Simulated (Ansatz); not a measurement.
# SiNH5: basis-set convergence

Aim: see how fast density functionals and correlated methods converge with the basis set for SiNH5.

Computed with Ansatz 0.2.0, Gaussian basis. Level: one geometry, several basis sets.

The runs, in order: PBE0-D4/def2-SVP; ωB97M-V/def2-SVP; PBE0-D4/def2-QZVPP; ωB97M-V/def2-QZVPP; CCSD(T)/cc-pV(D+d)Z; CCSD(T)/cc-pV(T+d)Z; CCSD(T)/cc-pV(Q+d)Z; the functionals' def2-TZVPP values are taken from earlier runs.

**1. The relaxed structure**

An earlier PBE0-D4 in a triple-zeta def2 set relaxation fixed the geometry.

SMILES `N[SiH3]`, 7 atoms, charge 0, spin multiplicity 1.

Atoms are counted from 1 here; the program's logs count them from 0.

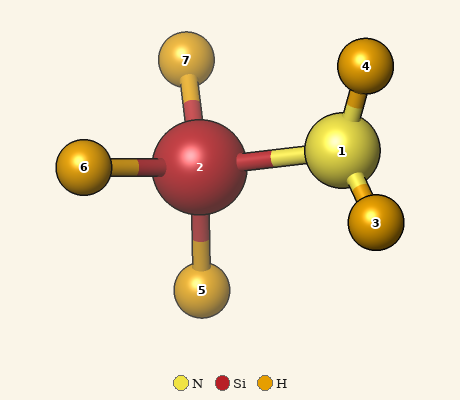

The structure; nitrogen yellow, silicon red, hydrogen amber; atoms are numbered from 1 in the order of the file.

**2. PBE0-D4 in def2-SVP**

Input file in.yaml:

```yaml
crystal:
  periodic: [false, false, false]
  atoms:
    - {symbol: N, position_ang: [-0.097708, -1.071027, -0.020896]}
    - {symbol: Si, position_ang: [0.128020, 0.632596, -0.095040]}
    - {symbol: H, position_ang: [-1.017741, -1.457766, -0.157438]}
    - {symbol: H, position_ang: [0.419035, -1.612875, 0.652936]}
    - {symbol: H, position_ang: [-0.528044, 1.126499, -1.333240]}
    - {symbol: H, position_ang: [-0.431496, 1.416634, 1.047139]}
    - {symbol: H, position_ang: [1.589234, 0.897941, -0.139161]}
basis:
  gaussian: {orbitals: def2-SVP}
hamiltonian: {xc: pbe0, dispersion: d4}
output: {orbitals: {seedname: orbitals}}
```

Launch:

```
$ ansatz run in.yaml --threads 4 --pin off --events-out ev --progress --plain --max-ram 10444MiB
```

Output:

```text
Functional definition: PBE0
  name "PBE0"
  cite "Adamo & Barone, J. Chem. Phys. 110, 6158 (1999) doi:10.1063/1.478522"
  cite "Perdew, Burke & Ernzerhof, Phys. Rev. Lett. 77, 3865 (1996) doi:10.1103/PhysRevLett.77.3865"
  parent pbe
  parameter a = 0.25
  parameter kappa = 0.804
  parameter beta = 0.06672455060314922
  exchange = (1 - a)*pbe_x(kappa = kappa, mu = beta*pi^2/3) + a*exact_x
  correlation = pbe_c(beta = beta)
658 factors; their error is unknown
mean field evaluation 1: about -9436.0670 eV, gradient 4.7e1 eV
mean field evaluation 2: about -9431.1248 eV, gradient 6.5e1 eV
mean field evaluation 4: about -9440.4787 eV, gradient 6.6e-1 eV
mean field evaluation 8: about -9440.5290 eV, gradient 1.5e-1 eV
mean field -9440.52903447 eV, -346.9330429964 hartree, gradient 4.0e-5 eV, S^2 0.000000; 0 other end points of the search recorded, 0 dependent functions left out
reference -9440.52905776 eV, -346.9330438523 hartree; 13, 13 occupied and 44, 44 virtual orbitals, 658 factors
Total energy: -9440.59842857 eV, -346.9355931826 hartree
```

Wall time 0.3 s (4 threads of Arm Neoverse V2, shared host).

**3. ωB97M-V in def2-SVP**

Changes to in.yaml since step 2:

```diff
@@ -12,3 +12,3 @@
   gaussian: {orbitals: def2-SVP}
-hamiltonian: {xc: pbe0, dispersion: d4}
+hamiltonian: {xc: {name: wB97M-V}}
 output: {orbitals: {seedname: orbitals}}
```

The command is unchanged.

Output (excerpt; [...] marks lines left out):

```text
Functional definition: wB97M-V
  name "wB97M-V"
  cite "Mardirossian & Head-Gordon, J. Chem. Phys. 144, 214110 (2016) doi:10.1063/1.4952647"
  cite "Becke, J. Chem. Phys. 107, 8554 (1997) doi:10.1063/1.475007"
  cite "Vydrov & Van Voorhis, J. Chem. Phys. 133, 244103 (2010) doi:10.1063/1.3521275"
  # Of w^i u^j: cxij and so on, Table III.
[...]
  gx(w, u) = 1 - cx + cx01*u + cx10*w
  gss(w, u) = css00 + css04*u^4 + css10*w + css20*w^2 + css43*w^4*u^3
  gos(w, u) = cos00 + cos10*w + (cos20 + cos21*u)*w^2 + (cos60 + cos61*u)*w^6
[...]
      + integral(e_c_pw_mod_opposite_spin*gos(b97_w_opposite, b97_u_opposite)) + vv10(b, c)
658 factors; their error is unknown
202 factors; integrals over basis functions are off by at most 8.2e-6 eV
[...]
mean field -9444.08217317 eV, -347.0636184353 hartree, gradient 3.3e-5 eV, S^2 0.000000; 0 other end points of the search recorded, 0 dependent functions left out
reference -9444.08220843 eV, -347.0636197308 hartree; 13, 13 occupied and 44, 44 virtual orbitals, 658 factors
Total energy: -9444.08220843 eV, -347.0636197308 hartree
```

Run time: 1.1 s. Hardware: 4 threads of Arm Neoverse V2, shared host.

**4. PBE0-D4 in def2-QZVPP**

Changes to in.yaml since step 3:

```diff
@@ -11,4 +11,4 @@
 basis:
-  gaussian: {orbitals: def2-SVP}
-hamiltonian: {xc: {name: wB97M-V}}
+  gaussian: {orbitals: "def2-QZVPP.json"}
+hamiltonian: {xc: pbe0, dispersion: d4}
 output: {orbitals: {seedname: orbitals}}
```

Same command.

Output:

```text
Functional definition: PBE0
  name "PBE0"
  cite "Adamo & Barone, J. Chem. Phys. 110, 6158 (1999) doi:10.1063/1.478522"
  cite "Perdew, Burke & Ernzerhof, Phys. Rev. Lett. 77, 3865 (1996) doi:10.1103/PhysRevLett.77.3865"
  parent pbe
  parameter a = 0.25
  parameter kappa = 0.804
  parameter beta = 0.06672455060314922
  exchange = (1 - a)*pbe_x(kappa = kappa, mu = beta*pi^2/3) + a*exact_x
  correlation = pbe_c(beta = beta)
874 factors; their error is unknown
mean field evaluation 1: about -9439.4976 eV, gradient 5.8e1 eV
mean field evaluation 2: about -9430.7172 eV, gradient 8.1e1 eV
mean field evaluation 4: about -9445.6910 eV, gradient 1.2e0 eV
mean field evaluation 8: about -9445.7014 eV, gradient 1.5e-2 eV
mean field -9445.70141911 eV, -347.1231246258 hartree, gradient 1.1e-5 eV, S^2 0.000000; 0 other end points of the search recorded, 0 dependent functions left out
reference -9445.70145318 eV, -347.1231258779 hartree; 13, 13 occupied and 264, 264 virtual orbitals, 874 factors
Total energy: -9445.77082399 eV, -347.1256752082 hartree
```

Run time: 1.6 s. Hardware: 4 threads of Arm Neoverse V2, shared host; peak memory 0.58 GiB.

**5. ωB97M-V in def2-QZVPP**

Changes to in.yaml since step 4:

```diff
@@ -12,3 +12,3 @@
   gaussian: {orbitals: "def2-QZVPP.json"}
-hamiltonian: {xc: pbe0, dispersion: d4}
+hamiltonian: {xc: {name: wB97M-V}}
 output: {orbitals: {seedname: orbitals}}
```

Same command.

Output (excerpt; [...] marks lines left out):

```text
Functional definition: wB97M-V
  name "wB97M-V"
  cite "Mardirossian & Head-Gordon, J. Chem. Phys. 144, 214110 (2016) doi:10.1063/1.4952647"
  cite "Becke, J. Chem. Phys. 107, 8554 (1997) doi:10.1063/1.475007"
  cite "Vydrov & Van Voorhis, J. Chem. Phys. 133, 244103 (2010) doi:10.1063/1.3521275"
  # Of w^i u^j: cxij and so on, Table III.
[...]
  gx(w, u) = 1 - cx + cx01*u + cx10*w
  gss(w, u) = css00 + css04*u^4 + css10*w + css20*w^2 + css43*w^4*u^3
  gos(w, u) = cos00 + cos10*w + (cos20 + cos21*u)*w^2 + (cos60 + cos61*u)*w^6
[...]
      + integral(e_c_pw_mod_opposite_spin*gos(b97_w_opposite, b97_u_opposite)) + vv10(b, c)
854 factors; their error is unknown
235 factors; integrals over basis functions are off by at most 1.1e-5 eV
[...]
mean field -9449.35531518 eV, -347.2574028298 hartree, gradient 2.6e-5 eV, S^2 0.000000; 0 other end points of the search recorded, 0 dependent functions left out
reference -9449.35537045 eV, -347.2574048610 hartree; 13, 13 occupied and 264, 264 virtual orbitals, 854 factors
Total energy: -9449.35537045 eV, -347.2574048610 hartree
```

Wall time 4.1 s (4 threads of Arm Neoverse V2, shared host); peak memory 0.72 GiB.

**6. Functionals by basis**

The def2-TZVPP values come from earlier runs at the same geometry.

| functional | basis | functions | energy (eV) | from the largest (eV) | HOMO (eV) | LUMO (eV) |
| --- | --- | --- | --- | --- | --- | --- |
| PBE0-D4 | def2-SVP | 57 | -9440.5984 | 5.172 | -7.19 | 1.02 |
| PBE0-D4 | def2-TZVPP | 143 | -9445.3875 | 0.383 | -7.42 | 0.34 |
| PBE0-D4 | def2-QZVPP | 277 | -9445.7708 | 0.000 | -7.46 | 0.12 |
| ωB97M-V | def2-SVP | 57 | -9444.0822 | 5.273 | -9.53 | 2.81 |
| ωB97M-V | def2-TZVPP | 143 | -9448.9980 | 0.357 | -9.78 | 1.85 |
| ωB97M-V | def2-QZVPP | 277 | -9449.3554 | 0.000 | -9.82 | 1.46 |

**7. CCSD(T) in cc-pV(D+d)Z**

Changes to in.yaml since step 5:

```diff
@@ -11,4 +11,3 @@
 basis:
-  gaussian: {orbitals: "def2-QZVPP.json"}
-hamiltonian: {xc: {name: wB97M-V}}
-output: {orbitals: {seedname: orbitals}}
+  gaussian: {orbitals: "cc-pV(D+d)Z.json"}
+correlation: {method: ccsd_t}
```

Launched as before.

Output (excerpt; [...] marks lines left out):

```text
Functional definition: HF
  name "HF"
  cite "Fock, Z. Phys. 61, 126 (1930) doi:10.1007/BF01340294"
  parent pbe
[...]
606 factors; integrals over basis functions are off by at most 1.2e-3 eV
[...]
mean field -9423.73454896 eV, -346.3158570378 hartree, gradient 2.3e-6 eV, S^2 0.000000; 0 other end points of the search recorded, 0 dependent functions left out
6 core orbitals not correlated: weight in the atoms' cores, before any rotation towards them, 1.000 or more for the frozen orbitals, at most 0.000 for the correlated occupied ones
reference -9423.73454896 eV, -346.3158570378 hartree; 7, 7 occupied and 49, 49 virtual orbitals, 606 factors
second order -7.67270564 eV of doubles, -0.00000000 eV of singles
cycle   1  -8.32567915 eV  change   -6.5e-1 eV  update   6.3e-2
[...]
cycle   9  -8.62641761 eV  change    1.3e-6 eV  update   7.6e-6
perturbative correction -0.18557612 eV, -0.0068197966 hartree
Total energy: -9432.54654269 eV, -346.6396918341 hartree
```

It took 0.35 s on 4 threads of Arm Neoverse V2, shared host.

**8. CCSD(T) in cc-pV(T+d)Z**

Changes to in.yaml since step 7:

```diff
@@ -11,3 +11,4 @@
 basis:
-  gaussian: {orbitals: "cc-pV(D+d)Z.json"}
+  gaussian: {orbitals: "cc-pV(T+d)Z.json"}
 correlation: {method: ccsd_t}
+output: {orbitals: {seedname: orbitals}}
```

Launched as before.

Output (excerpt; [...] marks lines left out):

```text
Functional definition: HF
  name "HF"
  cite "Fock, Z. Phys. 61, 126 (1930) doi:10.1007/BF01340294"
  parent pbe
[...]
789 factors; integrals over basis functions are off by at most 1.2e-3 eV
[...]
mean field -9424.74498220 eV, -346.3529897744 hartree, gradient 3.5e-6 eV, S^2 0.000000; 0 other end points of the search recorded, 0 dependent functions left out
6 core orbitals not correlated: weight in the atoms' cores, before any rotation towards them, 1.000 or more for the frozen orbitals, at most 0.000 for the correlated occupied ones
reference -9424.74498220 eV, -346.3529897744 hartree; 7, 7 occupied and 126, 126 virtual orbitals, 789 factors
second order -9.58316555 eV of doubles, -0.00000000 eV of singles
cycle   1  -10.10716302 eV  change   -5.2e-1 eV  update   6.3e-2
[...]
cycle   9  -10.42284099 eV  change    4.2e-6 eV  update   9.4e-6
perturbative correction -0.33338148 eV, -0.0122515433 hartree
Total energy: -9435.50120467 eV, -346.7482736593 hartree
```

It took 3.2 s on 4 threads of Arm Neoverse V2, shared host; peak memory 0.74 GiB.

**9. CCSD(T) in cc-pV(Q+d)Z**

Changes to in.yaml since step 8:

```diff
@@ -11,4 +11,3 @@
 basis:
-  gaussian: {orbitals: "cc-pV(T+d)Z.json"}
+  gaussian: {orbitals: "cc-pV(Q+d)Z.json"}
 correlation: {method: ccsd_t}
-output: {orbitals: {seedname: orbitals}}
```

Same command.

Output (excerpt; [...] marks lines left out):

```text
Functional definition: HF
  name "HF"
  cite "Fock, Z. Phys. 61, 126 (1930) doi:10.1007/BF01340294"
  parent pbe
[...]
1570 factors; integrals over basis functions are off by at most 1.1e-3 eV
[...]
mean field -9424.98449772 eV, -346.3617918074 hartree, gradient 1.9e-6 eV, S^2 0.000000; 0 other end points of the search recorded, 0 dependent functions left out
6 core orbitals not correlated: weight in the atoms' cores, before any rotation towards them, 1.000 or more for the frozen orbitals, at most 0.000 for the correlated occupied ones
reference -9424.98449772 eV, -346.3617918074 hartree; 7, 7 occupied and 256, 256 virtual orbitals, 1570 factors
second order -10.27111661 eV of doubles, -0.00000000 eV of singles
cycle   1  -10.66917989 eV  change   -4.0e-1 eV  update   6.4e-2
[...]
cycle   9  -10.99227807 eV  change   -2.1e-6 eV  update   1.0e-5
perturbative correction -0.37657789 eV, -0.0138389821 hartree
Total energy: -9436.35335368 eV, -346.7795895576 hartree
```

It took 43 s on 4 threads of Arm Neoverse V2, shared host; peak memory 6.7 GiB.

The pieces so far (eV):

| basis | HF | MP2 correlation | CCSD correlation | (T) | total |
| --- | --- | --- | --- | --- | --- |
| cc-pV(D+d)Z | -9423.7345 | -7.6727 | -8.6264 | -0.1856 | -9432.5465 |
| cc-pV(T+d)Z | -9424.7450 | -9.5832 | -10.4228 | -0.3334 | -9435.5012 |
| cc-pV(Q+d)Z | -9424.9845 | -10.2711 | -10.9923 | -0.3766 | -9436.3534 |

**10. From triple and quadruple zeta to the limit**

This step is arithmetic on the last runs, with X = 3 and 4: exp(−5.46√X) for Hartree-Fock, X^−3.05 for correlation.

| level | energy at the limit (eV) |
| --- | --- |
| HF | -9425.0567 |
| MP2 | -9435.8175 |
| CCSD | -9436.4543 |
| CCSD(T) | -9436.8616 |

| basis | HF above its limit (eV) | share of the MP2 correlation limit (%) |
| --- | --- | --- |
| cc-pV(D+d)Z | 1.322 | 71.3 |
| cc-pV(T+d)Z | 0.312 | 89.1 |
| cc-pV(Q+d)Z | 0.072 | 95.4 |

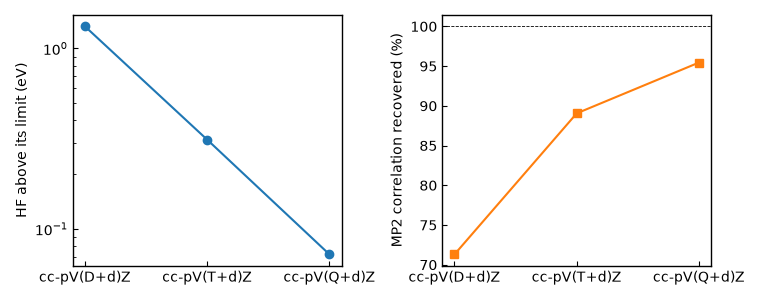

Hartree-Fock converges fast with the basis, correlation slowly.

**11. What came out**

| quantity | value |
| --- | --- |
| MP2 correlation recovered, cc-pV(D+d)Z | 71.3 % |
| MP2 correlation recovered, cc-pV(T+d)Z | 89.1 % |
| MP2 correlation recovered, cc-pV(Q+d)Z | 95.4 % |
| CCSD(T) limit from def2 sets (earlier runs) less the limit of this series | -24 meV |
| PBE0-D4: double and triple zeta above quadruple | 5.17, 0.38 eV |
| ωB97M-V: double and triple zeta above quadruple | 5.27, 0.36 eV |

For PBE0-D4 the step from double to triple zeta gains 4.79 eV and the next only 0.38 eV. In cc-pV(D+d)Z MP2 holds 71 % of its limit, in cc-pV(Q+d)Z 95 %, while Hartree-Fock is within 0.072 eV in the largest set. A limit from the def2 sets, made apart, differs by 24 meV, a least measure of the doubt on such a limit. Total energies overstate the basis error of differences, where much of it tends to cancel. The LUMO of ωB97M-V is positive and keeps falling with the basis (2.81 to 1.46 eV): an unbound level that the basis holds in place.

For PBE0-D4 the largest set took about 6 times as long as the smallest (1.6 s against 0.3 s).
